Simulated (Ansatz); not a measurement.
# Run report: C6H3ClTi, single-point calculation

C6H3ClTi, SMILES C#[C][Ti]([Cl])([C]#C)[C]#C, computed with RKS PBE0-D4/def2-TZVPP (Ansatz 0.2.0).

The geometry comes from this level: PBE0-D4/def2-TZVP.

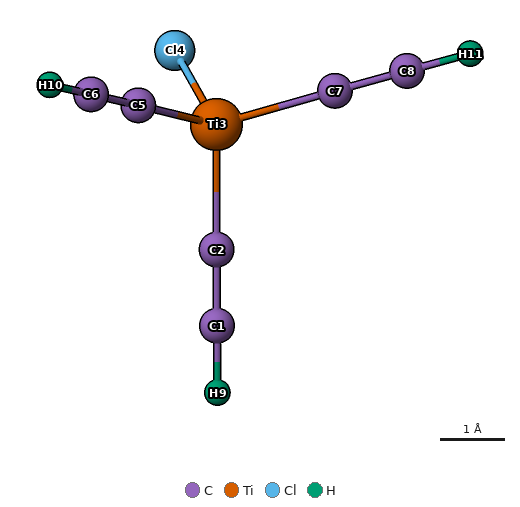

**Figure 1.** The structure as given in the input (ball-and-stick view, seen at a tilt; atoms are numbered from 1 in the order of the input). Sticks mark near contacts. Bond lengths as drawn: Cl–Ti 2.17 Å, C–C 1.22 Å, C–H 1.07 Å and C–Ti 2.00 Å.

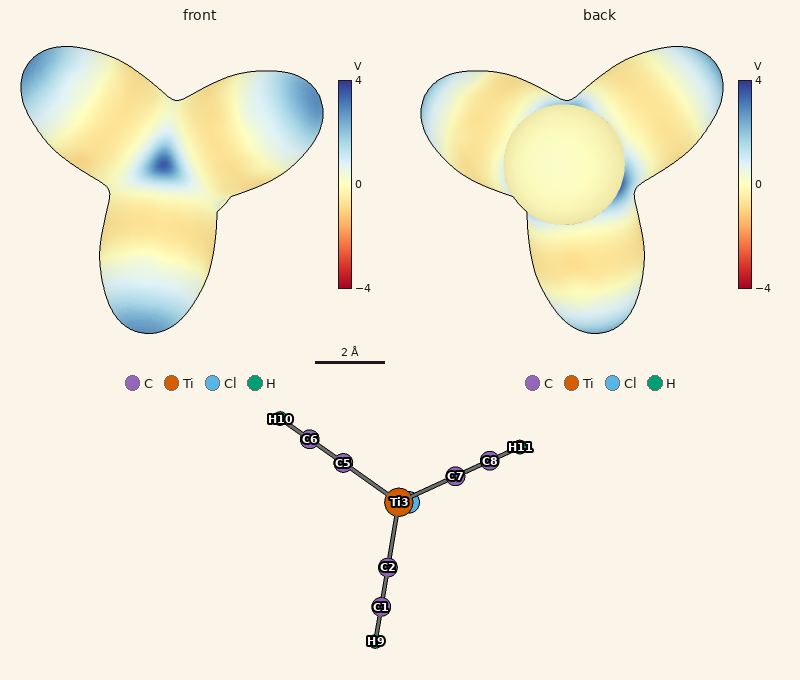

**Figure 2.** The molecular electrostatic potential painted on the density surface at 0.004 e/bohr³, seen face on and from behind; red is negative and blue positive. The bare structure is drawn below in the same view.

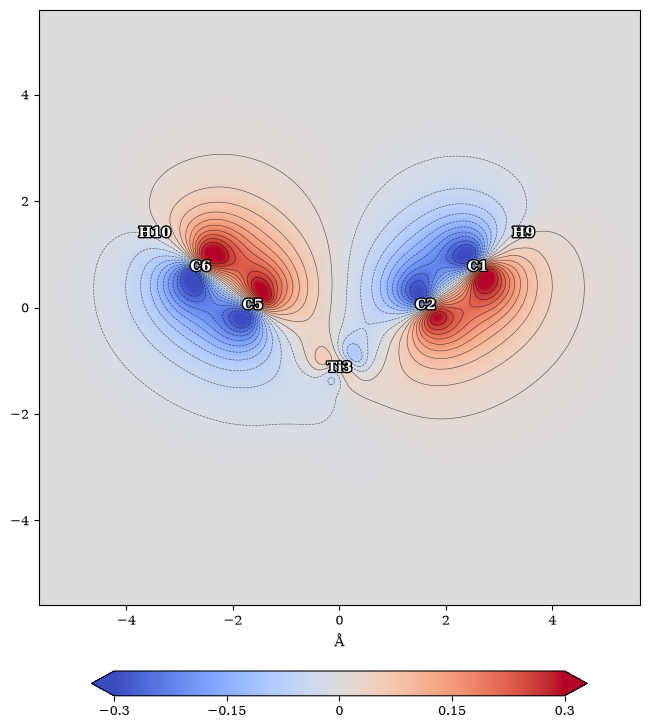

**Figure 3.** The HOMO−1 on the plane of atoms C2, Ti3 and C5 (values in Å⁻³ᐟ²; the overall sign is arbitrary). By Hirshfeld shares it lies mainly on C1 (15 %), C6 (15 %), C8 (15 %), C2 (15 %) and C5 (15 %). Its energy is −8.40 eV.

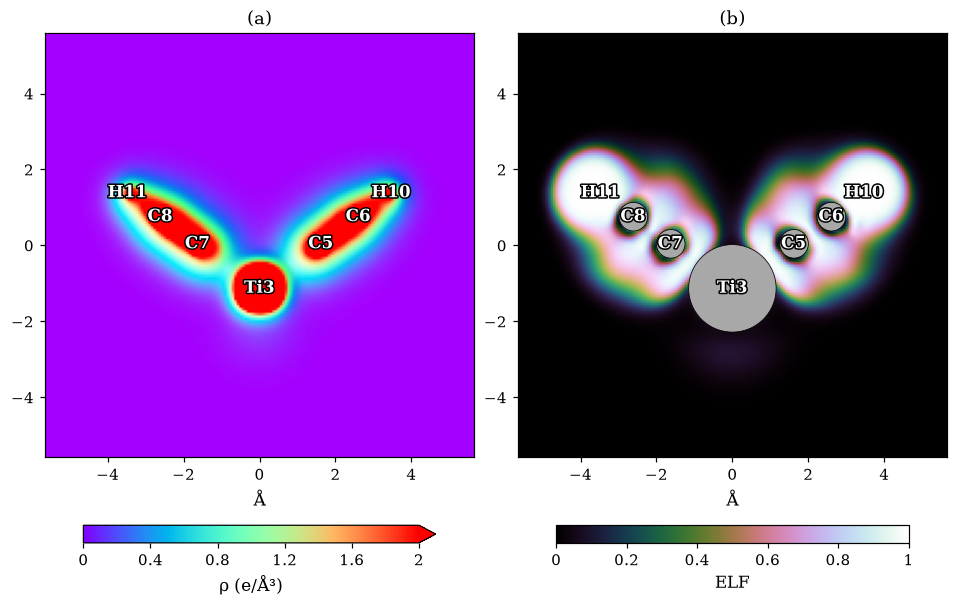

**Figure 4.** (a) electron density; (b) ELF on the plane of atoms C5, Ti3 and C7. Grey discs, where drawn, cover atomic cores. C–C (1.22 Å): ρ is about 2.8 e/Å³ halfway; the ELF peaks at about 0.85 between the atoms (a multiple bond by its length, whose ELF region spreads away from the axis).

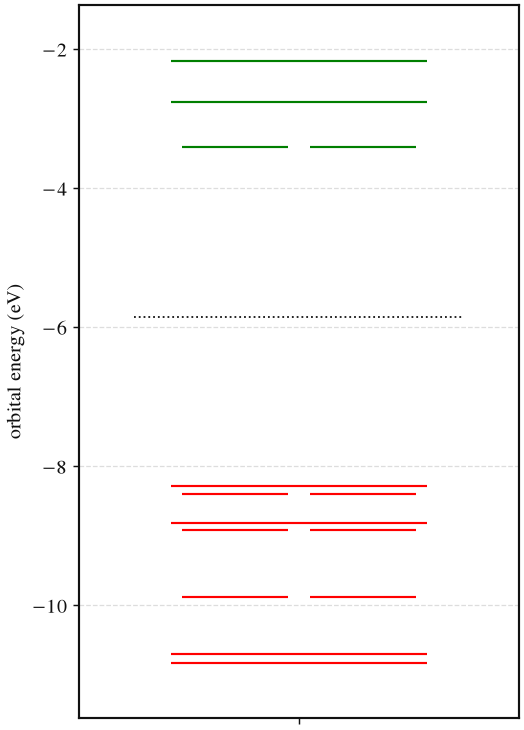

**Figure 5.** Orbital energies near the frontier; the dotted line parts filled from empty levels, and levels within 0.02 eV of each other stand side by side. Highest filled −8.28 eV, lowest empty −3.42 eV, 4.86 eV apart.

These pictures come from the run below.

### The input
```yaml
crystal:
  periodic: [false, false, false]
  atoms:
    - {symbol: C, position_ang: [-0.834860, 0.250309, 2.906492]}
    - {symbol: C, position_ang: [-0.774617, 0.182027, 1.693864]}
    - {symbol: Ti, position_ang: [-0.650026, 0.066943, -0.301775]}
    - {symbol: Cl, position_ang: [-2.610621, 0.284435, -1.205166]}
    - {symbol: C, position_ang: [0.583603, 1.511063, -0.937387]}
    - {symbol: C, position_ang: [1.339303, 2.386208, -1.313954]}
    - {symbol: C, position_ang: [0.154420, -1.703956, -0.779521]}
    - {symbol: C, position_ang: [0.650291, -2.777707, -1.062257]}
    - {symbol: H, position_ang: [-0.884853, 0.310334, 3.970929]}
    - {symbol: H, position_ang: [2.005172, 3.152959, -1.642345]}
    - {symbol: H, position_ang: [1.087587, -3.719714, -1.308278]}
basis:
  gaussian: {orbitals: def2-TZVPP}
hamiltonian: {xc: pbe0, dispersion: d4}
output: {orbitals: {seedname: orbitals}}
```

Launch command:
```bash
ansatz run in.yaml --threads 4 --pin off --events-out ev --progress --plain --max-ram 11315MiB
```

### The program's output
```
Functional definition: PBE0
  name "PBE0"
  cite "Adamo & Barone, J. Chem. Phys. 110, 6158 (1999) doi:10.1063/1.478522"
  cite "Perdew, Burke & Ernzerhof, Phys. Rev. Lett. 77, 3865 (1996) doi:10.1103/PhysRevLett.77.3865"
  parent pbe
  parameter a = 0.25
  parameter kappa = 0.804
  parameter beta = 0.06672455060314922
  exchange = (1 - a)*pbe_x(kappa = kappa, mu = beta*pi^2/3) + a*exact_x
  correlation = pbe_c(beta = beta)
2094 factors; their error is unknown
mean field evaluation 1: about -41874.1034 eV, gradient 8.0e1 eV
mean field evaluation 2: about -41551.4880 eV, gradient 4.7e2 eV
mean field evaluation 4: about -41881.5640 eV, gradient 6.1e1 eV
mean field evaluation 8: about -41889.6034 eV, gradient 1.5e-1 eV
mean field evaluation 16: about -41889.7696 eV, gradient 7.1e-4 eV
mean field -41889.76958949 eV, -1539.4206385080 hartree, gradient 8.2e-5 eV, S^2 0.000000; 0 other end points of the search recorded, 0 dependent functions left out
reference -41889.76962952 eV, -1539.4206399791 hartree; 39, 39 occupied and 295, 295 virtual orbitals, 2094 factors
Total energy: -41890.06246915 eV, -1539.4314016370 hartree
```

### Results in brief

| quantity | value |
| --- | --- |
| outcome | converged |
| total energy | −41890.0625 eV |
| mean-field energy | −41889.7696 eV |
| dispersion energy | −0.2928 eV |
| SCF solution under orbital rotations | stable |
| HOMO | −8.28 eV |
| LUMO | −3.42 eV |
| hardware | 4 threads of Arm Neoverse V2, 23 GiB of memory available, shared host |
| wall time | 9 s (CPU time 35 s) |
| peak memory | 1.4 GiB |
